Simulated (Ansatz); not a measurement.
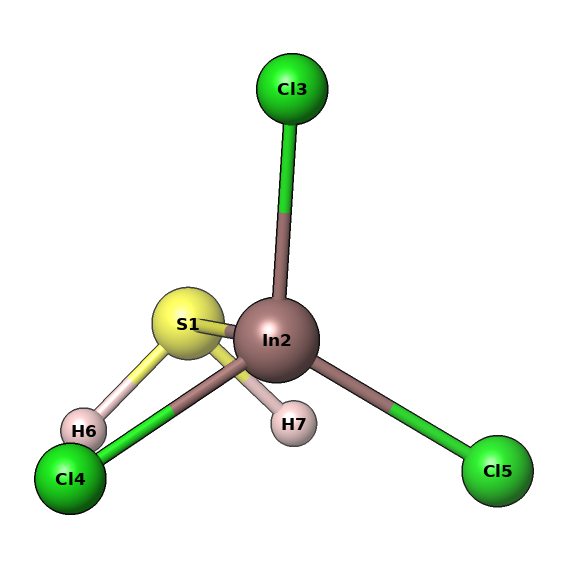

S1 lies behind In2. The molecule seen a little off the In2–S1 bond, In2 in front. Distant atoms are faded towards the background colour. Computed geometry: PBE0-D4/def2-TZVP optimisation.

Question: What is the torsion angle Cl3–In2–S1–H6? The sign is positive where the front bond must turn clockwise to cover the back bond.

Answer: −134°, anticlinal.
